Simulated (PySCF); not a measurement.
**Geometry relaxation, with input and output: Ga2P2H7Br**

- system: Ga2P2H7Br
- method: PBE0-D3(BJ)/def2-SVP geometry optimisation, gas phase (PySCF 2.14.0)

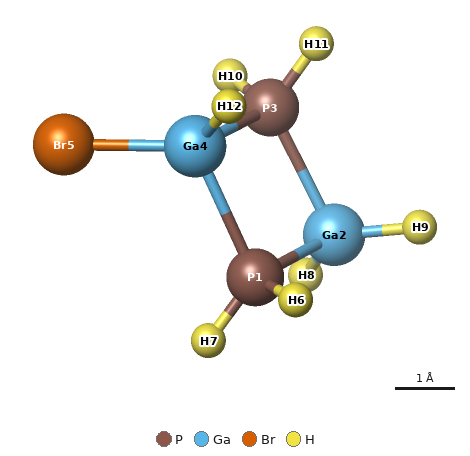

Fig. 1: The structure as given in the input (ball-and-stick view, seen at a tilt; atoms are numbered from 1 in the order of the input). Sticks mark near contacts.

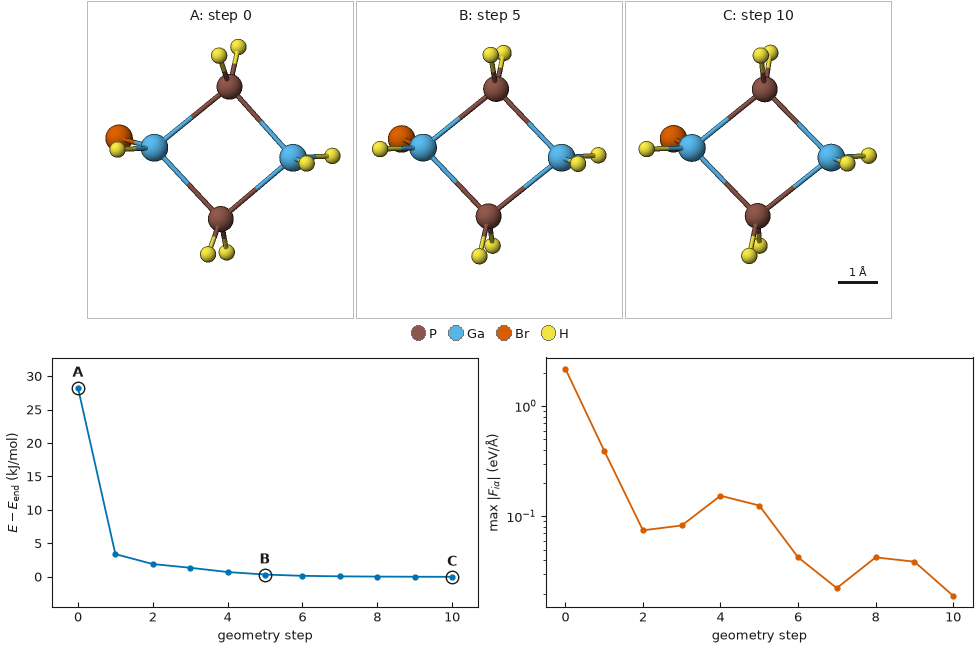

Fig. 2: Frames of the relaxation (ball-and-stick view, seen at a tilt) above the curves, on which the letters mark them (steps are counted from 0).

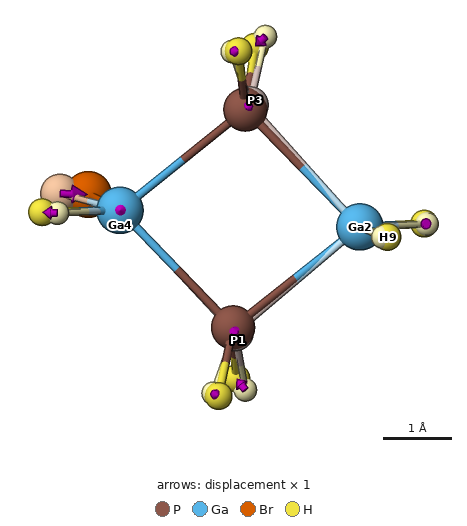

Fig. 3: Start (faint) and end (solid) with the displacements as pink arrows, at true length (ball-and-stick view, seen at a tilt). The two geometries are laid on each other by the best rigid fit. Over 10 geometry steps the energy falls by 28.3 kJ/mol. The largest force component goes from 2.2 to 0.019 eV/Å. The largest move after the best rigid fit is that of Br5, 0.43 Å. By element the largest moves are Br 0.43 Å, H 0.23 Å, Ga 0.13 Å, P 0.12 Å. Among the contacts that change: P3–Ga4 2.521 → 2.430 Å, P1–Ga4 2.503 → 2.429 Å, P1–H6 1.354 → 1.417 Å, P1–H7 1.360 → 1.415 Å. Among the angles that change: P1–Ga4–Br5 113.9° → 105.0°, P1–Ga4–H12 110.4° → 118.2°, Ga4–P1–H7 119.2° → 111.7°. (Atoms are counted from 1 in the order of the input.)

The input and output of the run follow.

**Input**
```
{"job": {"xc": "PBE0", "basis": "def2-SVP", "d3": "d3bj", "grid": 2, "kind": "geom", "shake": 0.01}, "charge": 0, "multiplicity": 1}
P      0.675303    -1.570880    -0.183400
Ga    -0.847325    -0.247234    -1.648944
P     -0.749161     1.519858     0.059439
Ga     0.890320     0.264103     1.505572
Br     0.064728    -0.272152     3.561060
H      1.876516    -1.902605    -0.713243
H      0.287950    -2.808095     0.227923
H     -2.236788    -0.871065    -1.654172
H     -0.072563     0.212680    -2.893823
H     -1.897447     1.995158     0.642949
H     -0.234180     2.746013    -0.308621
H      2.281137     0.906635     1.422262
```

The first line tells a small driver script what to run in PySCF; the rest is the geometry in Å.

Run as:
```bash
OMP_NUM_THREADS=1 python <driver script> task.json out
```

**What the program printed**
```
step   0  E = -7108.79372268  max force = 0.042239
step   1  E = -7108.80319464  max force = 0.007662
step   2  E = -7108.80376068  max force = 0.001455
step   3  E = -7108.80397135  max force = 0.001608
step   4  E = -7108.80421601  max force = 0.002990
step   5  E = -7108.80435744  max force = 0.002441
step   6  E = -7108.80443087  max force = 0.000828
step   7  E = -7108.80446118  max force = 0.000436
step   8  E = -7108.80447498  max force = 0.000826
step   9  E = -7108.80448311  max force = 0.000756
step  10  E = -7108.80448840  max force = 0.000372
optimisation converged
```

**Trajectory as extended XYZ (Å, eV, eV/Å), 11 frames, from step=0 to step=10**
```
12
Properties=species:S:1:pos:R:3:forces:R:3 step=0 energy=-193440.13012
P     0.6753   -1.5709   -0.1834   -1.1161   2.1720   0.3260
Ga   -0.8473   -0.2472   -1.6489    0.3718   0.0473   0.3559
P    -0.7492    1.5199    0.0594    0.9747  -1.3514   0.1379
Ga    0.8903    0.2641    1.5056   -0.4485  -0.0887  -0.8136
Br    0.0647   -0.2722    3.5611   -0.2620  -0.1546   0.3673
H     1.8765   -1.9026   -0.7132    1.4408  -0.2500  -0.6979
H     0.2879   -2.8081    0.2279   -0.5901  -1.1871   0.5283
H    -2.2368   -0.8711   -1.6542   -0.5821  -0.2919   0.0612
H    -0.0726    0.2127   -2.8938    0.2803   0.1386  -0.3147
H    -1.8975    1.9952    0.6430   -0.9769   0.0750   0.5085
H    -0.2342    2.7460   -0.3086    0.4902   0.6895  -0.3987
H     2.2811    0.9066    1.4223    0.4178   0.2013  -0.0601
12
Properties=species:S:1:pos:R:3:forces:R:3 step=1 energy=-193440.38787
P     0.6081   -1.4742   -0.2494    0.1452  -0.3940   0.0006
Ga   -0.8978   -0.1595   -1.6481   -0.0721   0.0036  -0.1183
P    -0.6140    1.4794    0.1463   -0.2741   0.3818  -0.0366
Ga    0.9392    0.1859    1.4636    0.2480   0.1345   0.0967
Br   -0.0060   -0.4555    3.4830   -0.0340  -0.0231  -0.0358
H     1.8477   -1.8460   -0.8393   -0.1296  -0.0196   0.0076
H     0.1410   -2.7392    0.2076    0.0556   0.1571  -0.0518
H    -2.3410   -0.7851   -1.6013    0.1312   0.0762   0.0114
H    -0.1256    0.3196   -2.9329   -0.0631  -0.0314   0.1113
H    -1.8095    1.8915    0.8041    0.1852  -0.0701  -0.0643
H    -0.0867    2.7434   -0.2470   -0.0902  -0.1435   0.0324
H     2.3826    0.8089    1.4332   -0.1021  -0.0714   0.0469
12
Properties=species:S:1:pos:R:3:forces:R:3 step=2 energy=-193440.40327
P     0.6198   -1.4878   -0.2510    0.0523  -0.0663   0.0079
Ga   -0.8943   -0.1574   -1.6449   -0.0003  -0.0074   0.0104
P    -0.6204    1.4955    0.1405   -0.0492   0.0521  -0.0172
Ga    0.9493    0.1926    1.4653    0.0698   0.0748  -0.0359
Br   -0.0170   -0.4603    3.4702   -0.0408  -0.0211  -0.0246
H     1.8447   -1.8739   -0.8514   -0.0364  -0.0201  -0.0197
H     0.1475   -2.7416    0.2089   -0.0070   0.0306   0.0075
H    -2.3302   -0.7744   -1.5882    0.0037   0.0104   0.0111
H    -0.1335    0.3187   -2.9268    0.0075   0.0037   0.0138
H    -1.8072    1.8957    0.8023    0.0266  -0.0274   0.0187
H    -0.1087    2.7564   -0.2566   -0.0181  -0.0108  -0.0084
H     2.3882    0.8058    1.4514   -0.0081  -0.0186   0.0365
12
Properties=species:S:1:pos:R:3:forces:R:3 step=3 energy=-193440.40900
P     0.6301   -1.4923   -0.2523    0.0113   0.0658   0.0057
Ga   -0.8898   -0.1572   -1.6397    0.0062  -0.0224   0.0397
P    -0.6195    1.5048    0.1355    0.0450  -0.0586  -0.0057
Ga    0.9590    0.2016    1.4606    0.0119   0.0416  -0.0827
Br   -0.0423   -0.4673    3.4429   -0.0420  -0.0180  -0.0079
H     1.8410   -1.8962   -0.8649    0.0047  -0.0200  -0.0254
H     0.1473   -2.7351    0.2180   -0.0265  -0.0176   0.0304
H    -2.3244   -0.7695   -1.5691   -0.0317  -0.0107   0.0009
H    -0.1366    0.3166   -2.9240    0.0248   0.0123  -0.0141
H    -1.8011    1.8892    0.8095   -0.0257  -0.0062   0.0425
H    -0.1236    2.7677   -0.2667    0.0016   0.0327  -0.0159
H     2.3981    0.8069    1.4700    0.0206   0.0011   0.0326
12
Properties=species:S:1:pos:R:3:forces:R:3 step=4 energy=-193440.41566
P     0.6477   -1.4928   -0.2546   -0.0241   0.1538  -0.0005
Ga   -0.8835   -0.1601   -1.6305   -0.0125  -0.0413   0.0450
P    -0.6110    1.5164    0.1268    0.1123  -0.1200   0.0067
Ga    0.9769    0.2191    1.4487   -0.0252  -0.0001  -0.1046
Br   -0.0996   -0.4802    3.3828   -0.0324  -0.0079   0.0133
H     1.8343   -1.9307   -0.8884    0.0326  -0.0172  -0.0202
H     0.1439   -2.7154    0.2412   -0.0273  -0.0440   0.0422
H    -2.3183   -0.7668   -1.5355   -0.0411  -0.0209  -0.0174
H    -0.1419    0.3098   -2.9219    0.0281   0.0148  -0.0280
H    -1.7837    1.8721    0.8283   -0.0492   0.0151   0.0464
H    -0.1443    2.7864   -0.2840    0.0077   0.0541  -0.0136
H     2.4177    0.8115    1.5070    0.0312   0.0136   0.0308
12
Properties=species:S:1:pos:R:3:forces:R:3 step=5 energy=-193440.41951
P     0.6612   -1.4872   -0.2560   -0.0302   0.1255  -0.0053
Ga   -0.8819   -0.1668   -1.6243   -0.0326  -0.0394   0.0285
P    -0.5983    1.5222    0.1190    0.0924  -0.0893   0.0068
Ga    0.9921    0.2341    1.4372   -0.0180  -0.0210  -0.0792
Br   -0.1552   -0.4875    3.3263   -0.0158   0.0015   0.0208
H     1.8287   -1.9545   -0.9053    0.0272  -0.0106  -0.0069
H     0.1416   -2.6926    0.2672   -0.0071  -0.0326   0.0316
H    -2.3179   -0.7713   -1.5129   -0.0217  -0.0141  -0.0273
H    -0.1482    0.3000   -2.9227    0.0170   0.0099  -0.0185
H    -1.7619    1.8569    0.8472   -0.0303   0.0221   0.0265
H    -0.1563    2.7996   -0.2989    0.0011   0.0377  -0.0066
H     2.4342    0.8164    1.5430    0.0181   0.0103   0.0295
12
Properties=species:S:1:pos:R:3:forces:R:3 step=6 energy=-193440.42151
P     0.6678   -1.4798   -0.2557   -0.0212   0.0426  -0.0075
Ga   -0.8857   -0.1753   -1.6226   -0.0358  -0.0198   0.0113
P    -0.5866    1.5227    0.1127    0.0294  -0.0250   0.0009
Ga    1.0007    0.2424    1.4305    0.0059  -0.0204  -0.0325
Br   -0.1925   -0.4866    3.2925    0.0001   0.0070   0.0119
H     1.8262   -1.9635   -0.9119    0.0088  -0.0015   0.0046
H     0.1440   -2.6759    0.2885    0.0127  -0.0096   0.0128
H    -2.3228   -0.7802   -1.5081    0.0018  -0.0026  -0.0241
H    -0.1542    0.2902   -2.9248    0.0051   0.0028  -0.0020
H    -1.7430    1.8514    0.8585   -0.0015   0.0174   0.0030
H    -0.1587    2.8047   -0.3108   -0.0045   0.0079  -0.0031
H     2.4430    0.8191    1.5710   -0.0006   0.0013   0.0246
12
Properties=species:S:1:pos:R:3:forces:R:3 step=7 energy=-193440.42233
P     0.6688   -1.4752   -0.2540   -0.0120  -0.0192  -0.0061
Ga   -0.8915   -0.1823   -1.6235   -0.0224   0.0006   0.0041
P    -0.5803    1.5215    0.1077   -0.0165   0.0150  -0.0008
Ga    1.0031    0.2449    1.4291    0.0178  -0.0087  -0.0023
Br   -0.2087   -0.4804    3.2830    0.0060   0.0075   0.0005
H     1.8263   -1.9627   -0.9103   -0.0032   0.0053   0.0068
H     0.1501   -2.6695    0.3016    0.0181   0.0041   0.0010
H    -2.3289   -0.7884   -1.5153    0.0116   0.0029  -0.0134
H    -0.1575    0.2828   -2.9255    0.0005  -0.0019   0.0067
H    -1.7321    1.8557    0.8599    0.0129   0.0086  -0.0081
H    -0.1560    2.8038   -0.3213   -0.0037  -0.0108  -0.0052
H     2.4448    0.8192    1.5885   -0.0090  -0.0035   0.0169
12
Properties=species:S:1:pos:R:3:forces:R:3 step=8 energy=-193440.42271
P     0.6679   -1.4740   -0.2510   -0.0065  -0.0425  -0.0007
Ga   -0.8965   -0.1882   -1.6240   -0.0046   0.0131   0.0029
P    -0.5777    1.5208    0.1024   -0.0327   0.0242   0.0026
Ga    1.0029    0.2459    1.4299    0.0158   0.0022   0.0052
Br   -0.2167   -0.4717    3.2824    0.0037   0.0049  -0.0053
H     1.8273   -1.9600   -0.9056   -0.0063   0.0090   0.0031
H     0.1577   -2.6690    0.3114    0.0139   0.0071  -0.0030
H    -2.3336   -0.7950   -1.5247    0.0098   0.0027  -0.0029
H    -0.1578    0.2760   -2.9242    0.0009  -0.0038   0.0074
H    -1.7262    1.8647    0.8559    0.0133   0.0022  -0.0089
H    -0.1527    2.8006   -0.3341    0.0008  -0.0156  -0.0089
H     2.4436    0.8190    1.6014   -0.0080  -0.0036   0.0086
12
Properties=species:S:1:pos:R:3:forces:R:3 step=9 energy=-193440.42293
P     0.6670   -1.4751   -0.2462   -0.0033  -0.0389   0.0075
Ga   -0.9001   -0.1945   -1.6232    0.0103   0.0171   0.0027
P    -0.5767    1.5213    0.0957   -0.0291   0.0160   0.0086
Ga    1.0014    0.2482    1.4313    0.0070   0.0088   0.0002
Br   -0.2260   -0.4600    3.2821   -0.0022   0.0010  -0.0061
H     1.8282   -1.9579   -0.8996   -0.0040   0.0101  -0.0024
H     0.1665   -2.6709    0.3226    0.0056   0.0036  -0.0029
H    -2.3368   -0.8015   -1.5328    0.0030   0.0002   0.0053
H    -0.1549    0.2671   -2.9207    0.0028  -0.0041   0.0036
H    -1.7217    1.8767    0.8486    0.0064  -0.0006  -0.0054
H    -0.1493    2.7960   -0.3523    0.0063  -0.0120  -0.0114
H     2.4408    0.8199    1.6143   -0.0028  -0.0012   0.0003
12
Properties=species:S:1:pos:R:3:forces:R:3 step=10 energy=-193440.42307
P     0.6662   -1.4781   -0.2388   -0.0012  -0.0191   0.0151
Ga   -0.9019   -0.2019   -1.6204    0.0179   0.0121   0.0006
P    -0.5766    1.5228    0.0871   -0.0142   0.0011   0.0135
Ga    0.9985    0.2524    1.4325   -0.0026   0.0105  -0.0074
Br   -0.2396   -0.4452    3.2799   -0.0082  -0.0027  -0.0041
H     1.8292   -1.9561   -0.8920    0.0005   0.0089  -0.0066
H     0.1760   -2.6745    0.3367   -0.0027  -0.0022  -0.0012
H    -2.3383   -0.8089   -1.5379   -0.0041  -0.0023   0.0098
H    -0.1486    0.2543   -2.9151    0.0038  -0.0034  -0.0017
H    -1.7182    1.8917    0.8377   -0.0024  -0.0002  -0.0012
H    -0.1448    2.7899   -0.3769    0.0102  -0.0043  -0.0105
H     2.4363    0.8230    1.6269    0.0031   0.0017  -0.0064
```

**Results in brief**

| quantity | value |
| --- | --- |
| outcome | converged |
| total energy | −7108.804488 hartree |
| dipole moment | 2.29 D |
| point group | Cs |
| hardware | 1 CPU thread, shared host |
| wall time | 6.6 min |
| peak memory | 0.91 GiB |
